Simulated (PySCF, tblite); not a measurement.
# C3H7B− (doublet): geometry, infrared bands and EPR parameters

What infrared bands and EPR parameters should C3H7B− (doublet) (`[BH2-]C(=C)C`) show?

Computed with tblite 0.8.0 and PySCF 2.14.0, with density-fitted response routines of our own, on a single molecule in the gas phase. Atoms count from 0, in the outputs and in this text.

### Step 1. The starting structure

11 atoms, charge -1, multiplicity 2; geometry from: force field or distance geometry start.

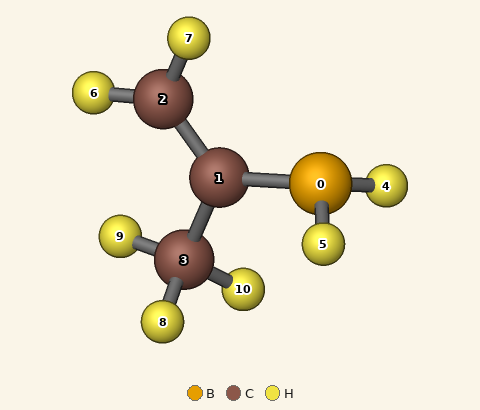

The starting geometry (boron amber, carbon brown, hydrogen yellow), atoms numbered.

### Step 2. Optimising the geometry with GFN2-xTB

Job settings and geometry (Å):

```
{"job": {"kind": "relax", "xc": "GFN2-xTB", "basis": "xTB"}, "charge": -1, "multiplicity": 2}
B     -1.009200     1.212200     0.446500
C     -0.226900    -0.073900    -0.032100
C     -0.898500    -1.187000    -0.347700
C      1.268100    -0.078000    -0.112600
H     -0.887500     2.114900    -0.306300
H     -0.803000     1.493300     1.568100
H     -0.390600    -2.084000    -0.680900
H     -2.002200    -1.190400    -0.292200
H      1.680200    -0.095100     0.945000
H      1.622600    -0.974900    -0.663300
H      1.652400     0.865600    -0.550200
```

Started as:

```console
> OMP_NUM_THREADS=1 python probes_run.py task.json out
```

This one command runs all jobs of the session in turn.

Log:

```text
step      E/eV     max force
  0    -306.57480    1.024
  1    -306.63899    0.753
  2    -306.69468    0.740
  3    -306.73295    0.675
  4    -306.78171    0.710
  5    -306.81117    0.736
  6    -306.87073    0.703
  7    -306.93381    0.912
  8    -307.02045    1.178
  9    -307.12044    1.105
 10    -307.23136    0.882
 11    -307.32068    1.328
 12    -307.43194    1.456
 13    -307.49011    2.030
 14    -307.64337    1.104
 15    -307.76379    0.916
 16    -307.81790    0.621
 17    -307.84792    0.497
 18    -307.87632    0.573
 19    -307.90611    0.587
 20    -307.92775    0.366
 21    -307.94646    0.356
 22    -307.96045    0.412
 23    -307.97601    0.337
 24    -307.98472    0.202
 25    -307.98935    0.147
 26    -307.99231    0.144
 27    -307.99494    0.155
 28    -307.99655    0.084
 29    -307.99746    0.089
 30    -307.99797    0.070
 31    -307.99857    0.075
 32    -307.99901    0.049
 33    -307.99933    0.049
 34    -307.99961    0.052
 35    -308.00002    0.060
 36    -308.00054    0.066
 37    -308.00097    0.053
 38    -308.00115    0.038
 39    -308.00123    0.024
 40    -308.00130    0.024
 41    -308.00137    0.024
 42    -308.00143    0.017
 43    -308.00146    0.017
 44    -308.00148    0.016
 45    -308.00150    0.013
 46    -308.00152    0.012
 47    -308.00154    0.012
 48    -308.00155    0.014
 49    -308.00157    0.015
 50    -308.00160    0.018
 51    -308.00164    0.015
 52    -308.00166    0.011
 53    -308.00168    0.013
 54    -308.00171    0.016
 55    -308.00175    0.019
 56    -308.00179    0.021
 57    -308.00184    0.019
 58    -308.00189    0.023
 59    -308.00198    0.032
 60    -308.00212    0.042
 61    -308.00233    0.054
 62    -308.00258    0.057
 63    -308.00288    0.060
 64    -308.00328    0.074
 65    -308.00404    0.103
 66    -308.00412    0.173
 67    -308.00542    0.115
 68    -308.00624    0.067
 69    -308.00665    0.052
 70    -308.00711    0.070
 71    -308.00772    0.104
 72    -308.00839    0.066
 73    -308.00895    0.044
 74    -308.00907    0.024
 75    -308.00917    0.031
 76    -308.00929    0.034
 77    -308.00950    0.053
 78    -308.00978    0.054
 79    -308.01006    0.052
 80    -308.01030    0.024
 81    -308.01011    0.104
 82    -308.01050    0.014
 83    -308.01057    0.013
 84    -308.01060    0.049
 85    -308.01068    0.007
```

Run time: 0.22 s. Hardware: 1 thread of Arm Neoverse V2, shared host.

Relaxation path: (not every step is listed)

```csv
step,energy from step 0 (eV),largest force (eV/Å)
0,0.0000,1.0243
1,-0.0642,0.7528
2,-0.1199,0.7401
3,-0.1582,0.6747
4,-0.2069,0.7103
5,-0.2364,0.7360
6,-0.2959,0.7032
7,-0.3590,0.9123
8,-0.4457,1.1780
15,-1.1890,0.9162
22,-1.3856,0.4120
29,-1.4227,0.0890
36,-1.4257,0.0663
43,-1.4267,0.0175
50,-1.4268,0.0175
57,-1.4270,0.0194
64,-1.4285,0.0735
71,-1.4329,0.1042
78,-1.4350,0.0537
80,-1.4355,0.0238
81,-1.4353,0.1041
82,-1.4357,0.0145
83,-1.4358,0.0129
84,-1.4358,0.0487
85,-1.4359,0.0066
```

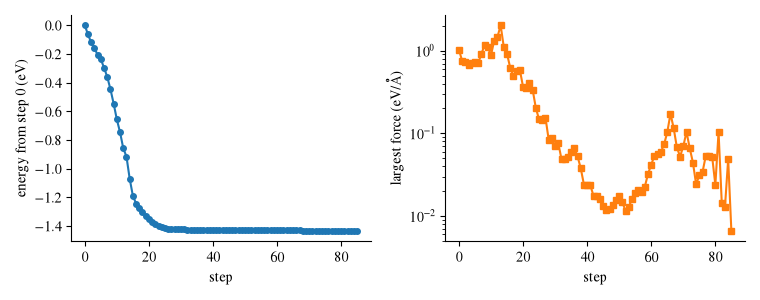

Energy and largest force along the relaxation.

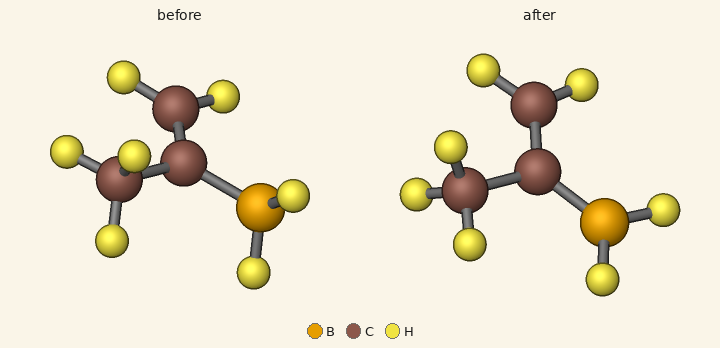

Before and after, at one scale.

Distances of close pairs at the start and the end, largest changes first:

| bond | before (Å) | after (Å) | change (Å) |
| --- | --- | --- | --- |
| B0–C1 | 1.580 | 1.492 | -0.088 |
| C1–C2 | 1.338 | 1.394 | +0.057 |
| C3–H8 | 1.135 | 1.099 | -0.036 |
| B0–H5 | 1.175 | 1.203 | +0.029 |
| B0–H4 | 1.182 | 1.209 | +0.027 |
| C1–C3 | 1.497 | 1.522 | +0.025 |
| C2–H7 | 1.105 | 1.081 | -0.024 |
| C3–H10 | 1.109 | 1.091 | -0.017 |

The final coordinates are the input of the step that follows.

### Step 3. Infrared spectrum with GFN2-xTB

Job settings and geometry (Å):

```
{"job": {"kind": "ir", "xc": "GFN2-xTB", "basis": "xTB"}, "charge": -1, "multiplicity": 2}
B     -0.834746     1.310633     0.367000
C     -0.202196     0.000417     0.037698
C     -0.846280    -1.235247    -0.014734
C      1.285134    -0.066862    -0.276881
H     -0.193252     2.335025     0.387761
H     -2.005246     1.415119     0.626047
H     -0.327277    -2.157579    -0.263852
H     -1.903659    -1.331500     0.190133
H      1.827006    -0.680385     0.456555
H      1.471804    -0.514911    -1.262521
H      1.734136     0.927961    -0.273170
```

Log:

```text
mode    cm-1     km/mol
  1      76.7      0.10
  2     347.8      4.14
  3     397.3      5.14
  4     400.6      1.37
  5     416.7     15.19
  6     429.6      0.74
  7     510.4      3.75
  8     688.9     95.67
  9     816.8     26.44
 10     854.0      9.69
 11     966.1      7.07
 12    1009.0      1.98
 13    1018.6      3.13
 14    1186.1    132.96
 15    1293.3    101.34
 16    1387.2     24.15
 17    1398.4     15.38
 18    1495.1     11.15
 19    1518.8      2.03
 20    1530.2      7.73
 21    2220.3    607.88
 22    2311.1    540.30
 23    2844.2    180.07
 24    2875.6    120.14
 25    2943.7    277.67
 26    2970.4    126.04
 27    3025.6    196.99
```

Run time: 0.12 s. Hardware: 1 thread of Arm Neoverse V2, shared host.

Which atoms move in the most intense modes:

```csv
cm⁻¹,km/mol,atoms
1186,133.0,"H5 36 %, H4 32 %, C1 17 %"
2220,607.9,"H4 72 %, H5 18 %"
2311,540.3,"H5 74 %, H4 21 %"
2844,180.1,"H8 55 %, H9 37 %"
2876,120.1,"H9 55 %, H8 37 %"
2944,277.7,H6 91 %
2970,126.0,H10 92 %
3026,197.0,H7 92 %
```

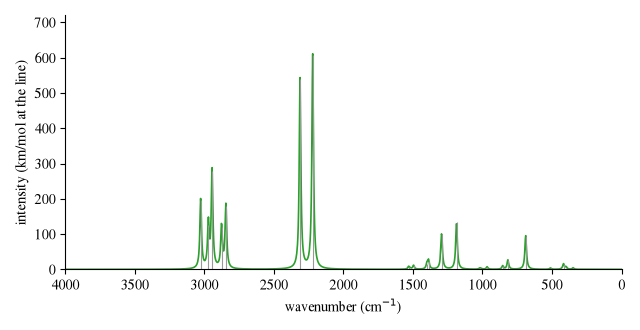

The infrared spectrum from these modes, unscaled. Lines are broadened to a width of 14 cm⁻¹ (Lorentzian).

### Step 4. g tensor and hyperfine couplings: B3LYP/pcH-1

The job, as its differences from that of step 3:

```diff
@@ -1,2 +1,2 @@
-{"job": {"kind": "ir", "xc": "GFN2-xTB", "basis": "xTB"}, "charge": -1, "multiplicity": 2}
+{"job": {"kind": "epr", "basis": "pcH-1"}, "charge": -1, "multiplicity": 2}
 B     -0.834746     1.310633     0.367000
```

With the program's defaults for keys left out, this is: UKS B3LYP, pcH-1 on B C H, non-relativistic, mean-field spin-orbit, GIAO.

Log:

```text
UKS, coarse grid
  cycle   1  E = -143.25316615  |g| = 4.05e-01
  cycle   2  E = -143.18423390  |g| = 5.46e-01
  cycle   3  E = -143.36401182  |g| = 7.74e-02
  cycle   4  E = -143.36687143  |g| = 2.59e-02
  cycle   5  E = -143.36723149  |g| = 6.10e-03
  cycle   6  E = -143.36725486  |g| = 3.25e-03
  cycle   7  E = -143.36726819  |g| = 1.05e-03
  cycle   8  E = -143.36726998  |g| = 1.85e-04
UKS, final grid
  cycle   1  E = -143.36726565  |g| = 1.87e-04
  cycle   2  E = -143.36726563  |g| = 3.08e-04
  cycle   3  E = -143.36726568  |g| = 2.79e-05
  cycle   4  E = -143.36726568  |g| = 2.36e-05
E = -143.36726568 Eh   <S^2> = 0.7626 (exact 0.7500)
g shifts (ppm)      1          2          3
  rmc           -96        -96        -96
  gc              0         24         23
  oz_so           4        230        523
  total         -92        158        451
hyperfine (MHz)  atom isotope    a_iso     a_fc   dipolar eigenvalues
    0   11B      25.84      25.84    -24.22    -23.43     47.64
    1   13C     -34.55     -34.55     -5.92      1.36      4.57
    2   13C      44.68      44.68    -42.56    -41.16     83.72
    3   13C       0.54       0.54     -0.68     -0.15      0.83
    4    1H     -29.47     -29.47    -12.91      2.35     10.57
    5    1H     -27.72     -27.72    -11.25      1.55      9.70
    6    1H     -33.94     -33.94    -21.31      1.27     20.04
    7    1H     -32.02     -32.02    -18.46     -0.32     18.78
    8    1H      -0.57      -0.57     -2.20     -0.81      3.01
    9    1H      -0.20      -0.20     -2.16     -0.90      3.06
   10    1H      -1.53      -1.53     -2.06     -1.69      3.75
```

Wall time 15 s (1 thread of Arm Neoverse V2, shared host); peak memory 0.6 GiB.

Principal g values 2.00223, 2.00248, 2.00277; g(iso) = 2.00249, against 2.00232 for a free electron.

Mean a(iso) over the nuclei that a row names, and the largest dipolar term of the row (other rows stand at the frozen geometry):

```csv
nuclei,isotope,a(iso) (MHz),"a(iso) (G, at g = 2.0023)",largest dipolar term (MHz)
C2,13C,44.7,15.9,83.7
C1,13C,-34.5,-12.3,-5.9
H6,1H,-33.9,-12.1,-21.3
H7,1H,-32.0,-11.4,18.8
"H4, H5",1H,-28.6,-10.2,-12.9
B0,11B,25.8,9.2,47.6
"H8, H9, H10",1H,-0.8,-0.3,3.8
C3,13C,0.5,0.2,0.8
```

Mulliken spin populations:

```csv
atom,value (e)
B0,0.65
C1,-0.10
C2,0.57
C3,0.01
H4,-0.04
H5,-0.04
H6,-0.03
H7,-0.03
H8,0.00
H9,0.01
H10,0.00
```

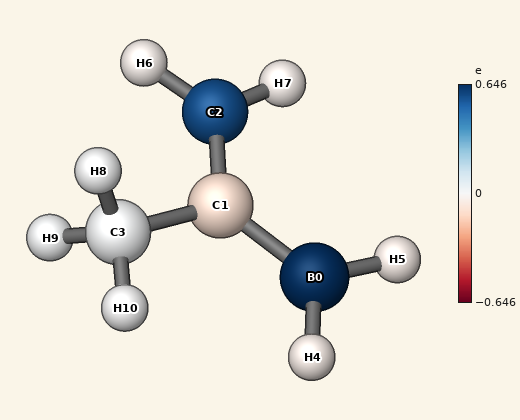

Mulliken spin populations, as colours on the atoms.

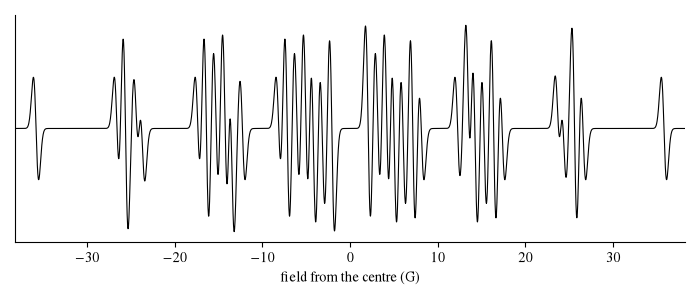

First-order isotropic spectrum (first derivative, main isotopes with spin only, couplings over 0.8 MHz, Gaussian width 0.3 G; couplings of the frozen geometry, rotation of groups not averaged beyond the rows shown).

The fields below are evaluated on a grid from the run's orbitals.

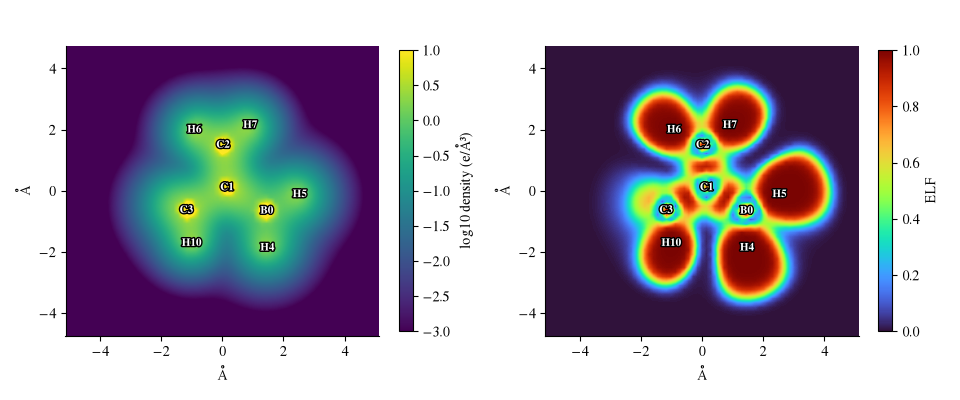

Density (left) and ELF (right) in a plane through or near 9 of the atoms.

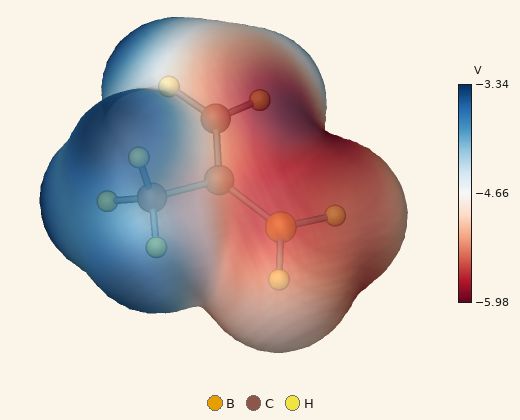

The potential that a unit positive charge feels on the 0.002 e/bohr³ surface, from -5.98 V near C1 to -3.34 V near H8.

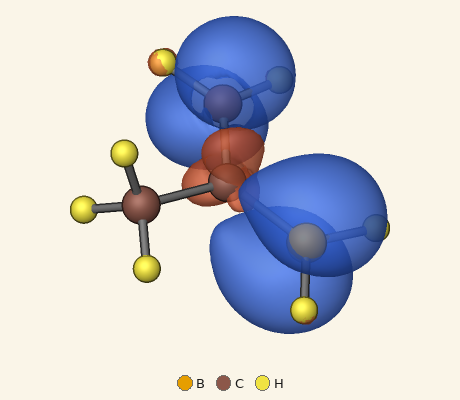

Spin density at ±0.02 e/Å³ (alpha excess blue, beta excess red).

### Step 5. Summary of results

| quantity | value |
| --- | --- |
| strongest single infrared mode (GFN2-xTB) | 2220 cm⁻¹, 608 km/mol |
| zero-point energy (GFN2-xTB) | 52.8 kcal/mol |
| g(iso) (B3LYP) | 2.00249 |
| ⟨S²⟩ | 0.763 (exact 0.75) |
| largest a(iso) (averaged by class) | 13C on C2, 44.7 MHz |

**Reading.** The optimisation took 85 steps and gained 1.436 eV; among the close pairs (by a distance rule), B0–C1 changed most, from 1.580 to 1.492 Å. All 27 modes are real, so the xTB geometry is a minimum. The strongest single mode, at 2220 cm⁻¹, moves mainly H4. GFN2-xTB is a fitted tight-binding method: band positions and strengths are rough. Its intensities can rank the bands wrongly. The largest spin populations lie on B0 (0.65 e), C2 (0.57 e). The isotropic g lies 0.2 ppt above the free-electron value. The records flag this anion as possibly unbound in the gas phase, so the basis may hold the extra electron. The conformer search found further structures of the same energy, which may be mirror or relabelled copies of this one.
